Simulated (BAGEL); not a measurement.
**C2H4FN (SMILES C/N=C\F): HF/3-21G (density fitting with qzvpp-jkfit)**

What is the vertical electron affinity of C2H4FN at HF/3-21G (density fitting with qzvpp-jkfit)? 

Program for the calculation: BAGEL 1.2.2.

1 further run of the same task is left out (set aside as unsound or not needed). Runs told in other sessions of the task aren't counted.

## 1. Starting point

The species is C2H4FN (8 atoms), meant as a singlet with charge 0. SMILES: `C/N=C\F`. The coordinates come from a PBE0-D4/def2-TZVP relaxation.

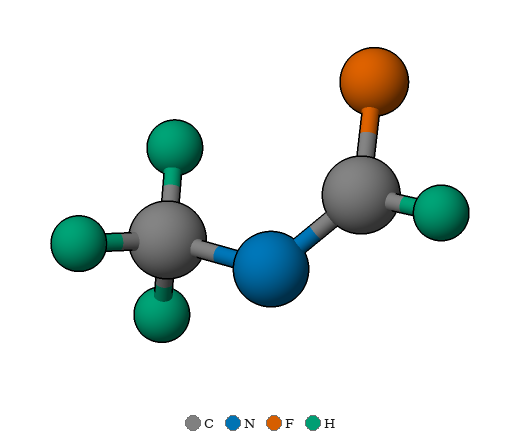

Viewed from a chosen angle; carbon grey, nitrogen blue, fluorine orange, hydrogen teal.

## 2. A single-point energy at HF/3-21G (density fitting with qzvpp-jkfit)

input.json reads:

```json
{ "bagel": [

{
  "title": "molecule",
  "basis": "3-21g",
  "df_basis": "qzvpp-jkfit",
  "angstrom": true,
  "geometry": [
    { "atom": "C", "xyz": [   -0.060700,    0.998200,   -0.273600 ] },
    { "atom": "N", "xyz": [    0.554000,   -0.017000,    0.546600 ] },
    { "atom": "C", "xyz": [    0.233500,   -1.209300,    0.448500 ] },
    { "atom": "F", "xyz": [   -0.692200,   -1.700100,   -0.401300 ] },
    { "atom": "H", "xyz": [   -0.798500,    0.620900,   -0.985900 ] },
    { "atom": "H", "xyz": [   -0.538000,    1.730000,    0.382300 ] },
    { "atom": "H", "xyz": [    0.725800,    1.526500,   -0.816900 ] },
    { "atom": "H", "xyz": [    0.668300,   -2.006400,    1.044300 ] }
  ]
},
{ "title": "hf" },
{ "title": "print", "file": "orbitals.molden", "orbitals": true }

]}
```

Command:

```
BAGEL_NUM_THREADS=1 BAGEL input.json > input.out
```

Log:

```text
* using 1 threads per process

  ===============================================================
  ===============================================================

  *** Geometry ***

  { "atom" : "C", "xyz" : [     -0.114706,      1.886325,     -0.517029 ] },
  { "atom" : "N", "xyz" : [      1.046908,     -0.032125,      1.032924 ] },
  { "atom" : "C", "xyz" : [      0.441251,     -2.285246,      0.847542 ] },
  { "atom" : "F", "xyz" : [     -1.308068,     -3.212723,     -0.758347 ] },
  { "atom" : "H", "xyz" : [     -1.508946,      1.173331,     -1.863081 ] },
  { "atom" : "H", "xyz" : [     -1.016673,      3.269226,      0.722442 ] },
  { "atom" : "H", "xyz" : [      1.371563,      2.884667,     -1.543717 ] },
  { "atom" : "H", "xyz" : [      1.262904,     -3.791546,      1.973441 ] },

  Number of auxiliary basis functions:      376

  Since a DF basis is specified, we compute 2- and 3-index integrals:
    o Being stored without compression. Storage requirement is 0.006 GB

  Number of basis functions:       44
  Number of electrons      :       32

    * METHOD: MOLECULE                             0.10

  *** RHF ***

  === Nuclear Repulsion ===
   118.8715891652

      * DIIS with orbital gradients will be used.

  === RHF iteration (3-21g) ===
      0       -230.52500478          0.02784903           0.02
      1       -230.60919537          0.01697374           0.01
      2       -230.64510747          0.00231095           0.01
      3       -230.64666985          0.00108572           0.02
      4       -230.64691376          0.00034579           0.01
      5       -230.64698943          0.00009664           0.01
      6       -230.64699350          0.00002531           0.02
      7       -230.64699373          0.00000704           0.02
      8       -230.64699375          0.00000190           0.01
      9       -230.64699375          0.00000065           0.01
     10       -230.64699375          0.00000023           0.01
     11       -230.64699375          0.00000008           0.01
     12       -230.64699375          0.00000005           0.01
     13       -230.64699375          0.00000001           0.01
     14       -230.64699375          0.00000000           0.01
    * SCF iteration converged.

    * Permanent dipole moment:
           (    0.070873,    -0.085258,     0.086178) a.u.

    * METHOD: HF                                   0.30

    * METHOD: PRINT                                0.01

  ===============================================================
```

Wall time 0.52 s (1 thread of Arm Neoverse V1, shared host).

## 3. The doublet anion at the same level

Edit input.json of step 2 so:

```diff
@@ -18,4 +18,12 @@
 },
-{ "title": "hf" },
-{ "title": "print", "file": "orbitals.molden", "orbitals": true }
+{
+  "title": "uhf",
+  "charge": -1,
+  "nopen": 1
+},
+{
+  "title": "print",
+  "file": "orbitals.molden",
+  "orbitals": true
+}
```

Command:

```
BAGEL_NUM_THREADS=1 BAGEL input.json > input.out
```

Log:

```text
* using 1 threads per process

  ===============================================================
  ===============================================================

  *** Geometry ***

  { "atom" : "C", "xyz" : [     -0.114706,      1.886325,     -0.517029 ] },
  { "atom" : "N", "xyz" : [      1.046908,     -0.032125,      1.032924 ] },
  { "atom" : "C", "xyz" : [      0.441251,     -2.285246,      0.847542 ] },
  { "atom" : "F", "xyz" : [     -1.308068,     -3.212723,     -0.758347 ] },
  { "atom" : "H", "xyz" : [     -1.508946,      1.173331,     -1.863081 ] },
  { "atom" : "H", "xyz" : [     -1.016673,      3.269226,      0.722442 ] },
  { "atom" : "H", "xyz" : [      1.371563,      2.884667,     -1.543717 ] },
  { "atom" : "H", "xyz" : [      1.262904,     -3.791546,      1.973441 ] },

  Number of auxiliary basis functions:      376

  Since a DF basis is specified, we compute 2- and 3-index integrals:
    o Being stored without compression. Storage requirement is 0.006 GB

  Number of basis functions:       44
  Number of electrons      :       32

    * METHOD: MOLECULE                             0.10

  *** Open-shell HF ***

  === Nuclear Repulsion ===
   118.8715891652

      * DIIS with orbital gradients will be used.

  === UHF iteration (3-21g) ===
      0       -230.35928109          0.05759563           0.03
      1       -230.47835679          0.02650623           0.03
      2       -230.49982124          0.01349721           0.03
      3       -230.50666389          0.00135644           0.03
      4       -230.50701699          0.00053410           0.03
      5       -230.50710732          0.00028223           0.03
      6       -230.50714895          0.00014012           0.03
      7       -230.50715886          0.00006994           0.03
      8       -230.50716088          0.00002039           0.03
      9       -230.50716116          0.00000925           0.03
     10       -230.50716122          0.00000254           0.03
     11       -230.50716125          0.00000121           0.03
     12       -230.50716126          0.00000052           0.03
     13       -230.50716127          0.00000021           0.03
     14       -230.50716127          0.00000008           0.03
     15       -230.50716127          0.00000005           0.03
     16       -230.50716127          0.00000002           0.03
     17       -230.50716127          0.00000000           0.03
    * SCF iteration converged.

    * S^2 (UHF) is 0.7618

    * Permanent dipole moment:
           (    0.547528,    -0.150003,     0.589998) a.u.

    * METHOD: UHF                                  0.61

    * METHOD: PRINT                                0.01

  ===============================================================
```

Run time: 0.82 s. Hardware: 1 thread of Arm Neoverse V1, shared host.

## 4. What came out

At HF/3-21G (density fitting with qzvpp-jkfit):

| quantity | value |
| --- | --- |
| singlet C2H4FN: total energy | -230.64699 Eh |
| singlet C2H4FN: dipole moment | 0.36 D |
| singlet C2H4FN: HOMO energy | -11.54 eV |
| singlet C2H4FN: LUMO energy | 4.99 eV |
| singlet C2H4FN: HOMO–LUMO gap | 16.54 eV |
| doublet anion: total energy | -230.50716 Eh |
| doublet anion: ⟨S²⟩ | 0.762 |
| vertical electron affinity (to the doublet anion) | -3.805 eV |

What this shows: The anion lies 3.81 eV (367 kJ/mol) above the neutral: the electron isn't bound at this level, and such a value depends on the basis. Without diffuse functions anions come out too high. Hartree–Fock misses the correlation that binds many anions.
